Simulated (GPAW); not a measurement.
**SrTiO3 (Tausonite): G0W0 with GPAW, start to end**

Wanted: ground state, empty states, screening and self-energy for SrTiO3 (Tausonite).

Calculated with GPAW 26.7.0; PBE and many-body steps on it, plane waves.

**The experiments to reproduce.**

- Gap 3.77 eV: direct gap (M0 critical point); spectroscopic ellipsometry, second-derivative fit; 300 K; bulk crystal (commercial single crystal) (“Optical probe of ferroelectric order in bulk and thin film perovskite titanates”, 2013, arxiv:1309.1245).

This is a report of a sequence of runs, with most program output left out.

## 1. Set-up

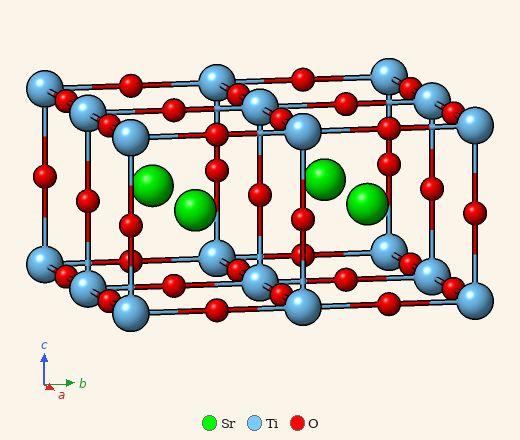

Start, viewed slightly off an axis; strontium green, titanium blue, oxygen red. 2×2×1 cells are drawn. Some periodic images of atoms are drawn too.

Structure file:

```cif
data_structure
_symmetry_space_group_name_H-M 'P 1'
_symmetry_Int_Tables_number 1
_cell_length_a 3.9053
_cell_length_b 3.9053
_cell_length_c 3.9053
_cell_angle_alpha 90.000
_cell_angle_beta 90.000
_cell_angle_gamma 90.000
_cell_volume 59.56
loop_
_atom_site_label
_atom_site_type_symbol
_atom_site_fract_x
_atom_site_fract_y
_atom_site_fract_z
_atom_site_occupancy
Sr1 Sr 0.50000 0.50000 0.50000 1
Ti2 Ti 0.00000 0.00000 0.00000 1
O3 O 0.50000 0.00000 0.00000 1
O4 O 0.00000 0.50000 0.00000 1
O5 O 0.00000 0.00000 0.50000 1
```

The cell and positions come from the Crystallography Open Database and are kept as given unless a step says otherwise.

## 2. Ground state

This step: GPAW 26.7.0; DFT, PBE, plane waves, PAW.

The ground-state density comes first.

Input file run.py:

```python
import json
import numpy as np
from gpaw.mpi import world
from ase import Atoms
from gpaw import GPAW, PW, FermiDirac

atoms = Atoms(['Sr', 'Ti', 'O', 'O', 'O'],
    cell=[[3.9052800000, 0.0000000000, 0.0000000000],
      [0.0000000000, 3.9052800000, 0.0000000000],
      [0.0000000000, 0.0000000000, 3.9052800000]],
    scaled_positions=[[0.5000000000, 0.5000000000, 0.5000000000],
      [0.0000000000, 0.0000000000, 0.0000000000],
      [0.5000000000, 0.0000000000, 0.0000000000],
      [0.0000000000, 0.5000000000, 0.0000000000],
      [0.0000000000, 0.0000000000, 0.5000000000]],
    pbc=(True, True, True))
calc = GPAW(mode=PW(600),
    xc='PBE',
    kpts={'size': (6, 6, 6), 'gamma': True},
    occupations=FermiDirac(0.001),
    nbands=-8,
    convergence={'density': 1e-6, 'bands': -3},
    maxiter=100,
    txt='gs.txt')
atoms.calc = calc
res = {'energy': atoms.get_potential_energy()}
kpts = calc.get_ibz_k_points()
res['kpts'] = kpts
res['eigenvalues'] = [calc.get_eigenvalues(kpt=k) for k in range(len(kpts))]
res['n_electrons'] = calc.get_number_of_electrons()
calc.write('gs.gpw')

if world.rank == 0:
    with open('result.json', 'w') as f:
        json.dump(res, f, default=lambda x: x.tolist())
```

Launch:

```console
> mpirun -n 4 gpaw python run.py
```

Wall time 19 s (4 MPI ranks of Arm Neoverse N1, shared host); peak memory 0.74 GiB; 73 s of CPU time.

Numbers from this step:

* total energy: -39.34 eV
* gap: 1.901 eV
* k of the valence top: 0.5, 0.5, 0.5
* k of the conduction bottom: 0, 0, 0
* least direct gap: 2.250 eV

The gap is indirect, with the least direct gap 0.35 eV higher.

## 3. Bands along the symmetry lines

The cheap functional maps the bands first; the places of the edges decide which points the dearer methods must see.

Input file run.py:

```python
import json
import numpy as np
from gpaw.mpi import world
from gpaw import GPAW

path = [[0.000000, 0.000000, 0.000000],
    [0.000000, 0.062500, 0.000000],
    [0.000000, 0.125000, 0.000000],
    [0.000000, 0.187500, 0.000000],
    [0.000000, 0.250000, 0.000000],
    [0.000000, 0.312500, 0.000000],
    [0.000000, 0.375000, 0.000000],
    [0.000000, 0.437500, 0.000000],
    [0.000000, 0.500000, 0.000000],
    [0.062500, 0.500000, 0.000000],
    [0.125000, 0.500000, 0.000000],
    [0.187500, 0.500000, 0.000000],
    [0.250000, 0.500000, 0.000000],
    [0.312500, 0.500000, 0.000000],
    [0.375000, 0.500000, 0.000000],
    [0.437500, 0.500000, 0.000000],
    [0.500000, 0.500000, 0.000000],
    [0.437500, 0.437500, 0.000000],
    [0.375000, 0.375000, 0.000000],
    [0.312500, 0.312500, 0.000000],
    [0.250000, 0.250000, 0.000000],
    [0.187500, 0.187500, 0.000000],
    [0.125000, 0.125000, 0.000000],
    [0.062500, 0.062500, 0.000000],
    [0.000000, 0.000000, 0.000000],
    [0.062500, 0.062500, 0.062500],
    [0.125000, 0.125000, 0.125000],
    [0.187500, 0.187500, 0.187500],
    [0.250000, 0.250000, 0.250000],
    [0.312500, 0.312500, 0.312500],
    [0.375000, 0.375000, 0.375000],
    [0.437500, 0.437500, 0.437500],
    [0.500000, 0.500000, 0.500000],
    [0.437500, 0.500000, 0.437500],
    [0.375000, 0.500000, 0.375000],
    [0.312500, 0.500000, 0.312500],
    [0.250000, 0.500000, 0.250000],
    [0.187500, 0.500000, 0.187500],
    [0.125000, 0.500000, 0.125000],
    [0.062500, 0.500000, 0.062500],
    [0.000000, 0.500000, 0.000000],
    [0.500000, 0.500000, 0.500000],
    [0.500000, 0.500000, 0.437500],
    [0.500000, 0.500000, 0.375000],
    [0.500000, 0.500000, 0.312500],
    [0.500000, 0.500000, 0.250000],
    [0.500000, 0.500000, 0.187500],
    [0.500000, 0.500000, 0.125000],
    [0.500000, 0.500000, 0.062500],
    [0.500000, 0.500000, 0.000000]]
calc = GPAW('gs.gpw').fixed_density(kpts=path,
    symmetry='off',
    nbands=30,
    convergence={'bands': 26},
    txt='bands.txt')
res = {}
kpts = calc.get_ibz_k_points()
res['kpts'] = kpts
res['eigenvalues'] = [calc.get_eigenvalues(kpt=k) for k in range(len(kpts))]
res['n_electrons'] = calc.get_number_of_electrons()

if world.rank == 0:
    with open('result.json', 'w') as f:
        json.dump(res, f, default=lambda x: x.tolist())
```

Launch:

```console
> mpirun -n 4 gpaw python run.py
```

Elapsed: 23 s, on 4 MPI ranks; peak memory 0.82 GiB.

Numbers from this step:

```
gap                        : 1.901 eV
k of the valence top       : 0.5, 0.5, 0.5
k of the conduction bottom : 0, 0, 0
least direct gap           : 2.250 eV
```

The gap is 1.901 eV, as in the run before at this level.

The electronic bands at the labelled points (eV, zero at the top of the highest filled band):

```
    point  band 17  band 18  band 19  band 20  band 21  band 22  band 23  band 24
        Γ    -1.17    -0.35    -0.35    -0.35     1.90     1.90     1.90     4.36
        X    -2.34    -1.96    -0.72    -0.72     2.06     3.82     3.82     4.37
        M    -1.71    -1.56    -1.56    -0.08     3.83     3.83     4.29     5.34
        Γ    -1.17    -0.35    -0.35    -0.35     1.90     1.90     1.90     4.36
        R    -3.72     0.00     0.00     0.00     4.51     4.51     4.51     6.99
        X    -2.34    -1.96    -0.72    -0.72     2.06     3.82     3.82     4.37
jump to R    -3.72     0.00     0.00     0.00     4.51     4.51     4.51     6.99
        M    -1.71    -1.56    -1.56    -0.08     3.83     3.83     4.29     5.34
```

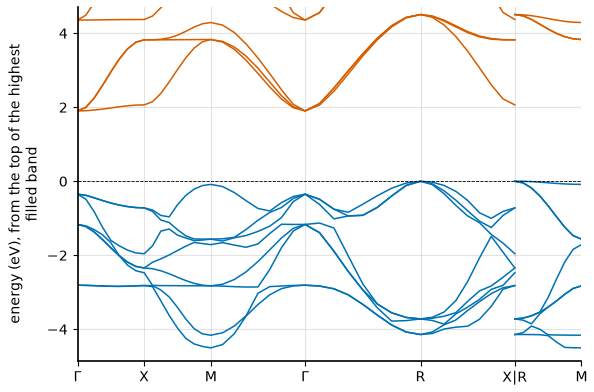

Electronic bands along the path; lines of filled and empty bands in two colours.

## 4. Empty states on the mesh, 4×4×4 mesh, 323 bands

The sums over transitions need many empty states on a uniform mesh; this step solves for them.

Input file run.py:

```python
import json
import numpy as np
from gpaw.mpi import world
from gpaw import GPAW

calc = GPAW('gs.gpw').fixed_density(kpts={'size': (4, 4, 4), 'gamma': True},
    parallel={'domain': 1, 'band': 1},
    txt='nscf.txt')
calc.diagonalize_full_hamiltonian(nbands=323)
calc.write('full.gpw', mode='all')
res = {}
kpts = calc.get_ibz_k_points()
res['kpts'] = kpts
res['eigenvalues'] = [calc.get_eigenvalues(kpt=k) for k in range(len(kpts))]
res['n_electrons'] = calc.get_number_of_electrons()

if world.rank == 0:
    with open('result.json', 'w') as f:
        json.dump(res, f, default=lambda x: x.tolist())
```

Launch:

```console
> mpirun -n 4 gpaw python run.py
```

Run time: 59 s. Hardware: 4 MPI ranks; peak memory 2 GiB; 3.9 min of CPU time.

Numbers from this step:

| Quantity | Value |
| --- | --- |
| gap | 1.901 eV |
| k of the valence top | 0.5, 0.5, 0.5 |
| k of the conduction bottom | 0, 0, 0 |
| least direct gap | 2.250 eV |
| k points computed | 10 |
| lowest point of the top converged band, above the valence top | 158.5274 eV |

On this mesh the gap is 1.901 eV.

## 5. Screening and self-energy, 4×4×4 mesh, 313 bands, screening to 175 eV

Now the one-shot GW correction: screening in the RPA, then the self-energy of the levels asked for.

This step: G0W0 on PBE, plane waves, PAW.

Input file run.py:

```python
import json
import numpy as np
from gpaw.mpi import world
from gpaw.response.g0w0 import G0W0

gw = G0W0('full.gpw',
    filename='gw',
    kpts=[0, 9],
    bands=(18, 22),
    ecut=175,
    nbands=313,
    integrate_gamma='WS',
    ppa=True)
gw.calculate()
res = {mode: {k: v for k, v in r.items() if k != 'sigma_eskwn'}
       for mode, r in gw.all_results.items()}

if world.rank == 0:
    with open('result.json', 'w') as f:
        json.dump(res, f, default=lambda x: x.tolist())
```

Launch:

```console
> mpirun -n 4 gpaw python run.py
```

Run time: 5.9 min. Hardware: 4 MPI ranks; peak memory 1.9 GiB.

Numbers from this step:

| Property | Result |
| --- | --- |
| G0W0 gap on the points computed | 3.847 eV |
| least direct G0W0 gap on the computed points | 4.185 eV |
| Z at the valence top | 0.7580 |
| Z at the conduction bottom | 0.7719 |
| starting gap on the mesh | 1.901 eV |
| k of the valence top | 0.5, 0.5, 0.5 |
| k of the conduction bottom | 0, 0, 0 |

The gap on the mesh goes from 1.90 eV to 3.85 eV, a correction of +1.95 eV.

Limits: finite bands, cutoff and mesh; no spin-orbit coupling; coarse k mesh. v1 is the top filled band, c1 the lowest empty one. Levels before and after the correction, in eV, zero at the valence-band top of each column:

|  | conduction bottom | valence top |
| --- | --- | --- |
| Kohn-Sham | 1.90 | 0.00 |
| G0W0 | 3.85 | 0.00 |

```
                         level  energy (eV)
Kohn-Sham              Γ v2-v1       -0.349
Kohn-Sham              Γ c1-c2        1.901
Kohn-Sham  (0.5 0.5 0.5) v2-v1        0.000
Kohn-Sham  (0.5 0.5 0.5) c1-c2        4.506
     G0W0              Γ v2-v1       -0.338
     G0W0              Γ c1-c2        3.847
     G0W0  (0.5 0.5 0.5) v2-v1        0.000
     G0W0  (0.5 0.5 0.5) c1-c2        6.648
```

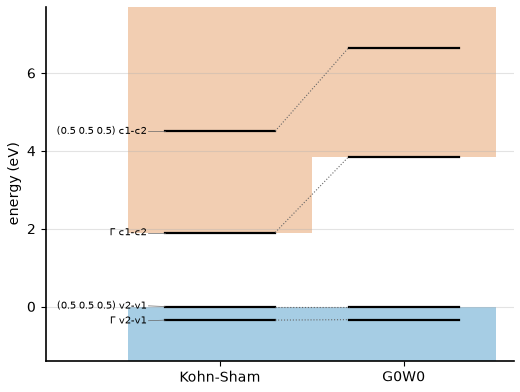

Levels before and after the correction. Shaded: valence and conduction bands.

## 6. Where the time went

Times are wall times on 4 MPI ranks of Arm Neoverse N1, shared host, good to a factor of about two.

| step | time | share | memory (GiB) |
| --- | --- | --- | --- |
| ground state | 19 s | 4 % | 0.74 |
| bands along the symmetry lines | 23 s | 5 % | 0.82 |
| empty states on the mesh | 59 s | 13 % | 2 |
| screening and self-energy | 5.9 min | 78 % | 1.9 |

## 7. Results

| Item | Value |
| --- | --- |
| PBE gap | 1.90 eV, indirect |
| G0W0 gap on the mesh | 3.85 eV |
| GW settings | 4×4×4 mesh, 313 bands, screening to 175 eV, Godby-Needs plasmon pole |
| known limits | not at the basis limit; no spin-orbit coupling; coarse k mesh |

What this shows: G0W0 moves the gap on the mesh from 1.90 eV to 3.85 eV (+1.95 eV), with Z of 0.76 and 0.77 at the edges. Only 2 of the mesh's irreducible points were corrected, so a valley elsewhere could overtake. The dearest step here is «screening and self-energy». Against experiment, by G0W0@PBE: the direct gap of 4.19 eV lies +0.42 eV from the measured 3.77 eV (direct, 300 K, 2013). An exciton line or allowed optical edge lies below the quasiparticle gap by the binding energy; a forbidden edge can push the onset above it. The calculation has static nuclei and no excitons; a measured gap holds zero-point and thermal motion, which mostly lowers it. Bands and cutoff are finite, so the gap is not at the basis limit. The miss can reach some tenths of an eV and take either sign; the mesh is an error of its own. These stock PAW sets were not made for GW. In the G0W0 run levels were corrected at 2 k points alone, so a gap called «on the mesh» is the least over those, and an edge elsewhere would be missed. The 4×4×4 mesh is coarse for this cell, which bears on the long-range parts of exchange and screening. This is the ideal cubic cell; many perovskites, halides above all, are cubic only on average, and local tilts or off-centring can widen the gap. The many-body steps are scalar-relativistic: spin-orbit coupling is not in them.

[Paths, hosts, dates, memory and timing lines, banners, echoed tables and standing remarks are left out of the program output.]

[Logs are printed without paths, hosts, clocks, repeated set-up lines and the standing remarks that a program may print on its own settings, such as how far it seeks lower states.]

[Runs of the session that timed out or met a known fault of the program may be left out.]

[Hosts, paths, dates, database ids (printed as entryN), source tags and the programs' standing remarks are cut or masked in the printed files.]
